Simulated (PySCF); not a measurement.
SMILES F[SiH2][SiH2][SiH](Cl)Cl (H5Cl2FSi3) at its PBE0/def2-SVP optimised geometry (Å):

```
11

Si     0.9454     0.4805     0.0000
F      2.5760     0.4805     0.0000
Si     0.1895    -0.6417    -1.9196
Si    -2.1386    -0.7652    -1.7462
Cl    -2.5760    -1.8946    -0.0675
Cl    -2.8272     1.1673    -1.4552
H      0.4746    -0.2200     1.2278
H      0.4769     1.8946     0.0000
H      0.5529     0.1106    -3.1601
H      0.7486    -2.0267    -1.9894
H     -2.8885    -1.3454    -2.8916
```

Computed with PBE0/def2-TZVP in PySCF. Cells within 0.4 Å of a nucleus heavier than hydrogen are left out (blank, or x).

Map of the log10 of the electron density (e/bohr³), floored at −4 on the plane z = 0.0 Å:

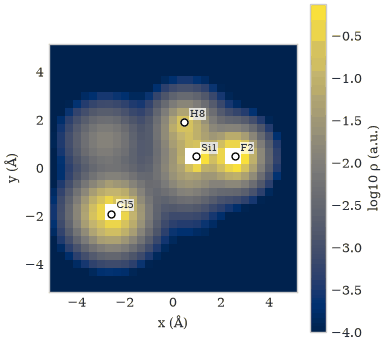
Fig. 1. Log10 of the electron density (e/bohr³), floored at −4 on the plane z = 0.0 Å.
